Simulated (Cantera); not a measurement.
Input: 1 mol MgO, 4 mol CH4, 0.079 mol CO, equilibrated at 89.0 mbar.

Method: chemical equilibrium by Gibbs-energy minimisation in Cantera with the NASA 1993 tables (ideal gas, pure condensed phases). Candidate condensed phases: C, C6H6, C7H8, C8H18, H2O, Mg, MgCO3, MgO, Mg(OH)2; 116 gas species. The tables' values for MgH are old estimates; treat these amounts as uncertain. Equilibrium is a limit: real reactors are often held back by kinetics, nucleation or transport.

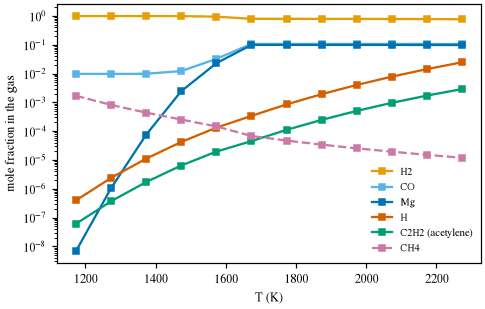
Figure. Equilibrium gas composition (values under 1e-9 drawn at 1e-9)

Task: Read off the mole fractions at 1373 K.

Result: H2 about 0.99, CO about 0.0099, CH4 about 0.00044, Mg about 7.5e-5, H about 1.1e-5, C2H2 (acetylene) about 1.7e-6.
